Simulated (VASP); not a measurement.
```xyz
2
Lattice="3.0374 0.0000 0.0000 0.0000 3.0374 0.0000 0.0000 0.0000 3.0374" Properties=species:S:1:pos:R:3 pbc="T T T"
W     0.0000    0.0000    0.0000
Cu    1.5187    1.5187    1.5187
```

Space group Pm-3m; a generated structure, not necessarily the stable one.

Method: VASP 6.6.1, Kohn-Sham DFT of a periodic cell, PBE, VASP PAW PBE potentials, recommended.

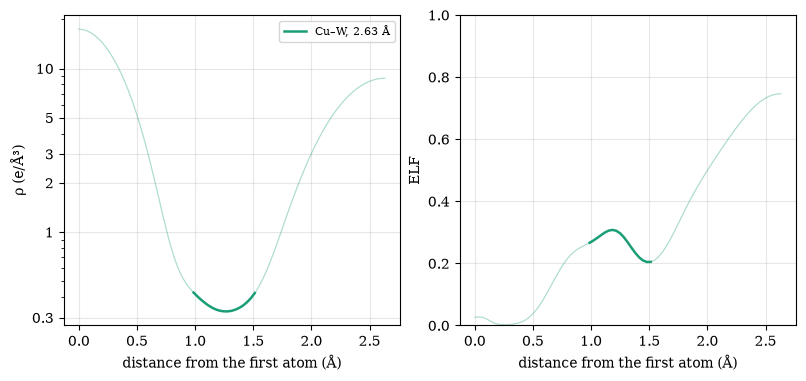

CuW. Valence electron density and ELF along straight lines between neighbouring atoms. Thin, pale parts lie inside the atomic spheres.

In a PAW calculation such maps are meaningful between the atoms, not at the nuclei.

What can be read from the curves?

Answer. Cu–W (2.63 Å): ρ is about 0.33 e/Å³ halfway; the ELF is about 0.25 at the midpoint (no shared electron pair shows on this line).
